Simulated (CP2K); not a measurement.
Consider formamide dimer at its PBE geometry (Å).

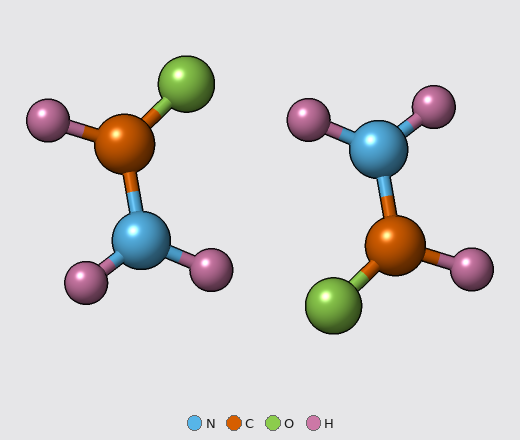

The molecule (nitrogen blue, carbon orange, oxygen green, hydrogen pink).

```xyz
12

N     1.5580    0.3661   -0.8399
C     1.6421   -0.9540   -0.5913
O     0.7601   -1.6451   -0.0474
N    -1.5580   -0.3661    0.8399
C    -1.6421    0.9540    0.5913
O    -0.7601    1.6451    0.0474
H     2.3432    0.8402   -1.2702
H     0.7169    0.9069   -0.5421
H     2.5943   -1.4179   -0.9232
H    -2.3432   -0.8402    1.2702
H    -0.7169   -0.9069    0.5421
H    -2.5943    1.4179    0.9232
```

Method: CP2K XAS_TDP, all-electron GAPW, PBEh(45%), aug-cc-pVDZ, TDA, no relativity.

**Question.** Predict the bright core excitations at the O K edge.

Leading lines: O3 527.78 eV and O6 527.78 eV. The leading line of an atom is its first one with 35 % of the strongest within 2.5 eV of its lowest line over the strength cut. 

The first six lines of each atom with a strength over 0.0015:

| atom | energy (eV) | states | strength, one atom |
| --- | --- | --- | --- |
| O3 (bonded to C, takes 1 H bond) | 527.78 | 1 | 0.0335 |
|  | 531.77 | 1 | 0.0017 |
|  | 533.03 | 1 | 0.0030 |
|  | 533.28 | 1 | 0.0033 |
|  | 534.31 | 1 | 0.0023 |
|  | 535.31 | 1 | 0.0025 |
| O6 (bonded to C, takes 1 H bond) | 527.78 | 1 | 0.0335 |
|  | 531.77 | 1 | 0.0017 |
|  | 533.03 | 1 | 0.0030 |
|  | 533.28 | 1 | 0.0033 |
|  | 534.31 | 1 | 0.0023 |
|  | 535.31 | 1 | 0.0025 |

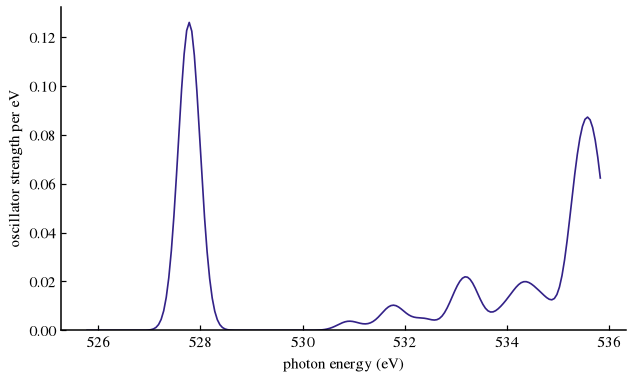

All atoms added, broadened by 0.5 eV.

Lines are vertical, at one geometry, with no vibrational structure. Without a correction of the core level, line positions, and the gaps between valence and Rydberg lines, follow the share of exact exchange. At this level such K lines come out 3 to 6 eV under measured ones. These values hold no scalar relativity, about 0.4 eV for O 1s. Rydberg lines, and the discretised continuum above threshold, depend on the basis and the box. This is one low-energy arrangement of the cluster, relaxed without a dispersion correction; others exist.

[Banner, clock and machine lines of the logs are left out without a mark of their own.]

[Logs are printed without paths, hosts, clocks, repeated set-up lines and the standing remarks that a program may print on its own settings, such as how far it seeks lower states.]

[Hosts, paths, dates, database ids (printed as entryN), source tags and the programs' standing remarks are cut or masked in the printed files.]
